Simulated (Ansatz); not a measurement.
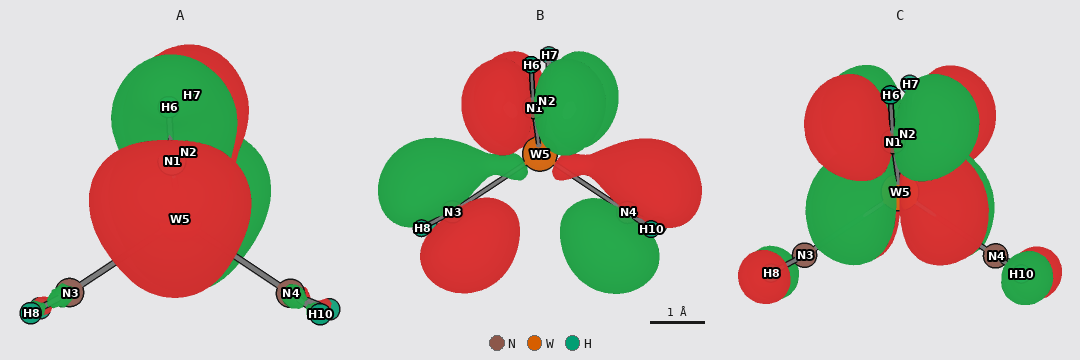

H6N4W (SMILES [NH]=[W](=[NH])([NH2])[NH2]). Three frontier orbitals at ±0.08 Å⁻³ᐟ² (green and red are the two phases), in no order.

Geometry: PBE0-D4/def2-SVP; core potentials replace the inner electrons of W.

Computed with isolated molecule in a Gaussian basis; Kohn-Sham density functional theory, functional PBE0 in Ansatz.

| atom | x (Å) | y (Å) | z (Å) |
| --- | --- | --- | --- |
| N | 1.9124 | 0.5439 | 0.1470 |
| N | -0.3595 | -0.5841 | 1.7340 |
| N | 0.4948 | -1.9104 | -0.8062 |
| N | -0.9072 | 1.0378 | -0.7176 |
| W | 0.3243 | -0.2116 | 0.1571 |
| H | 2.7655 | 0.9385 | 0.5274 |
| H | -0.4098 | -0.6384 | 2.7453 |
| H | 1.2149 | -2.1086 | -1.4925 |
| H | -0.0551 | -2.7388 | -0.6057 |
| H | -0.6221 | 1.7543 | -1.3766 |
| H | -1.8918 | 1.1240 | -0.4895 |

### Order the three orbitals by energy and name them.

A is the HOMO−1 (−7.59 eV). By Hirshfeld shares it lies mainly on N1 (about 35 %), N2 (about 35 %) and W5 (about 20 %); largely a combination of lone pairs on N1 and N2. B is the HOMO (−6.74 eV). By Hirshfeld shares it lies mainly on N3 (about 25 %), N4 (about 25 %), N1 (about 15 %) and N2 (about 15 %); largely a combination of lone pairs on N3, N4, N1 and N2. C is the LUMO (−0.36 eV). It lies mainly on W5 (about 50 %), N1 (about 15 %) and N2 (about 15 %).

### What is the HOMO–LUMO gap?

6.38 eV between the orbital energies.
